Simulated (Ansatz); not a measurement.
Input file:

```
crystal:
  periodic: [false, false, false]
  atoms:
    - symbol: C
      position_ang: [-0.233213, -0.025584, 0.690762]
    - symbol: Ge
      position_ang: [0.832056, 0.982112, -0.518857]
    - symbol: Sb
      position_ang: [1.211488, -1.446464, 0.437053]
    - symbol: H
      position_ang: [-1.150811, -0.008755, 1.292351]
basis:
  gaussian:
    orbitals: def2-TZVPD
output: {forces: true, orbitals: {seedname: orbitals}}
hamiltonian:
  xc: pbe0
```

Command:

```sh
ansatz run input.yaml --threads 1 --pin off --max-ram 2610MiB --events-out events.jsonl --progress --plain --runs-dir runs
```

Geometry: r2SCAN-D4/def2-SVP; core potentials replace the inner electrons of Sb.

All numbers below come from isolated molecule in a Gaussian basis; Kohn-Sham density functional theory, functional PBE0 (Ansatz).

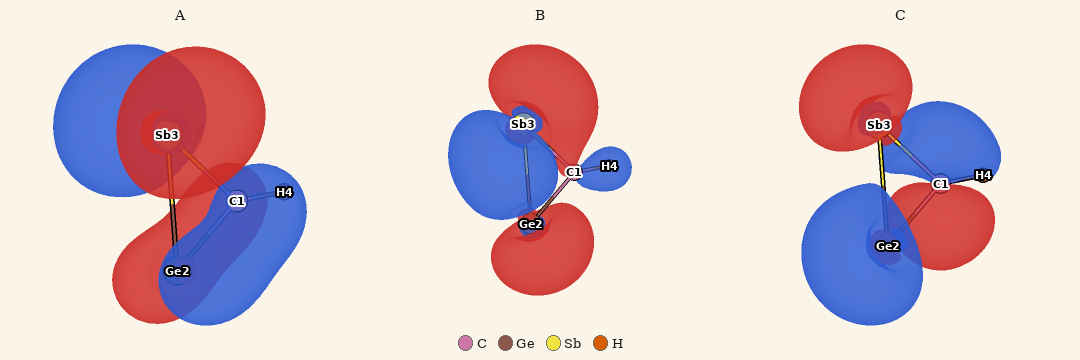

CHGeSb (SMILES [CH]1=[Ge]=[Sb]1). Three frontier orbitals at ±0.08 Å⁻³ᐟ² (blue and red are the two phases), in no order.

**Which picture is the HOMO−1, the HOMO and the LUMO?**

C is the HOMO−1 (−7.01 eV). It lies mainly on Ge2 (about 40 %), C1 (about 35 %) and Sb3 (about 25 %); it is symmetric in the molecular plane (an in-plane orbital: σ, lone-pair or in-plane π type). B is the HOMO (−5.97 eV). Its weight (Hirshfeld) is mainly on Sb3 (about 60 %) and Ge2 (about 35 %); it is symmetric in the molecular plane (an in-plane orbital: σ, lone-pair or in-plane π type). A is the LUMO (−2.79 eV). By Hirshfeld shares it lies mainly on Sb3 (about 65 %), Ge2 (about 15 %) and C1 (about 15 %); it changes sign across the molecular plane (π type); π-bonding across C1–Ge2.

**What is the HOMO–LUMO gap?**

3.18 eV between the orbital energies.
